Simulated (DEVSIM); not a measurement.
System: abrupt Si p-n junction, at 400 K.

```
layer (left to right)  material  thickness (μm)  Nd (cm⁻³)  Na (cm⁻³)  τn (s)  τp (s)
---------------------  --------  --------------  ---------  ---------  ------  ------
1                            Si            6.10          -     2.7e18  2.5e-6  2.5e-6
2                            Si             110     3.5e15          -  2.5e-6  2.5e-6
```

Left contact: ohmic. Right contact: ohmic. Voltage is applied to the left contact. Recombination: SRH at mid-gap. Mobility is μmin + (μ − μmin)/(1 + (N/Nref)^α).

Constants are typed, rounded textbook-type inputs, not results; the design itself was drawn at random and stands for no fabricated device. Values at 300 K; Nc and Nv go as T^1.5, mobilities as T to minus their exponent, the gap by Varshni's rule with the affinity fixed.

```tsv
parameter	Si
gap (eV)	1.124
affinity (eV)	4.05
permittivity	11.7
Nc (cm⁻³)	2.86e19
Nv (cm⁻³)	3.1e19
μn (cm²/Vs)	1417
μp (cm²/Vs)	470
μn,min	52
μp,min	45
Nref,n	9.7e16
Nref,p	2.2e17
αn	0.68
αp	0.72
T exponent of μn	2.3
T exponent of μp	2.2
Varshni α (eV/K)	0.000473
Varshni β (K)	636
```

Simulated with DEVSIM: 1D drift-diffusion, Boltzmann statistics, complete ionisation; no tunnelling, impact ionisation, image-force lowering or self-heating.

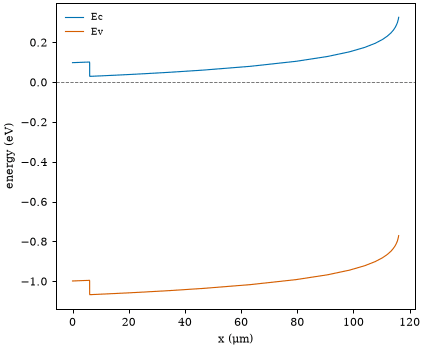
Figure. Band edges at 0.9 V on the left contact

Energies count from the Fermi level of the right contact; mesh points crowd at the junctions.

```
x (μm)   Ec (eV)  Ev (eV)  n (cm⁻³)  p (cm⁻³)  field (V/cm)
-------  -------  -------  --------  --------  ------------
0.000      0.097   -0.999     1.2e7    2.7e18           ≈ 0
0.04802    0.097   -0.999    3.5e14    2.7e18           ≈ 0
0.1913     0.098   -0.999    1.4e15    2.7e18           ≈ 0
0.6189     0.098   -0.999    4.5e15    2.7e18           ≈ 0
2.739      0.099   -0.998    1.9e16    2.7e18           ≈ 0
4.961      0.100   -0.996    3.5e16    2.7e18           ≈ 0
5.734      0.101   -0.996    4.0e16    2.7e18           ≈ 0
6.034      0.101   -0.996    4.2e16    2.7e18           ≈ 0
6.094      0.097   -0.999    4.7e16    2.5e18        -13000
6.133      0.029   -1.068    3.4e17    3.4e17          -250
6.246      0.029   -1.068    3.4e17    3.4e17           ≈ 0
6.786      0.029   -1.067    3.4e17    3.4e17           ≈ 0
8.213      0.030   -1.067    3.3e17    3.3e17           ≈ 0
12.51      0.033   -1.064    3.1e17    3.1e17           ≈ 0
34.01      0.049   -1.048    2.3e17    2.2e17           ≈ 0
79.54      0.104   -0.992    9.4e16    9.0e16            18
104.0      0.174   -0.923    3.6e16    3.3e16            48
112.1      0.231   -0.866    1.7e16    1.3e16           110
115.2      0.284   -0.813    7.5e15    4.0e15           290
115.8      0.307   -0.790    5.0e15    1.5e15           510
116.0      0.319   -0.777    3.9e15    5.0e14           720
116.1      0.325   -0.771    3.5e15     9.2e9           780
```
